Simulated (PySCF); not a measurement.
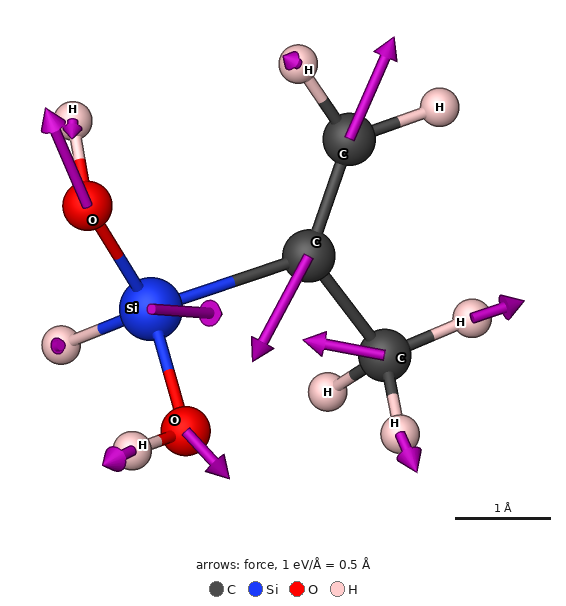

Starting geometry of C₃H₈O₂Si with the computed forces as purple arrows. The picture is a ball-and-stick view, seen at a tilt.

The start comes from GFN2-xTB. Its atoms were then displaced at random by about 0.01 Å.

These are results of PBE0-D3(BJ)/def2-SVP geometry optimisation, gas phase (PySCF 2.14.0, density-fitted response routines), not measurements. 

### Is this structure relaxed? If not, where do the atoms go?

It isn't relaxed: the largest force vector, on the Si atom, is 2.68 eV/Å. The final displacements have little in common with the starting forces (cosine between the two patterns 0.16). The largest move after the best rigid fit is that of an H atom, 0.44 Å. By element the largest moves are H 0.44 Å, O 0.28 Å, Si 0.12 Å, C 0.06 Å. Near-neighbour distances that change, for instance: O–Si 1.601 → 1.665 Å, C–Si 1.916 → 1.862 Å, C–C 1.303 → 1.341 Å, C–H 1.066 → 1.101 Å. Among the angles between lasting bonds that change: H–C–H 113.0° → 117.0°, C–C–Si 121.5° → 117.9°, C–C–H 124.5° → 121.2°. Groups turn about O–Si by about 45°, O–Si by about 25°. After 13 geometry steps the energy has fallen by 0.290 eV.
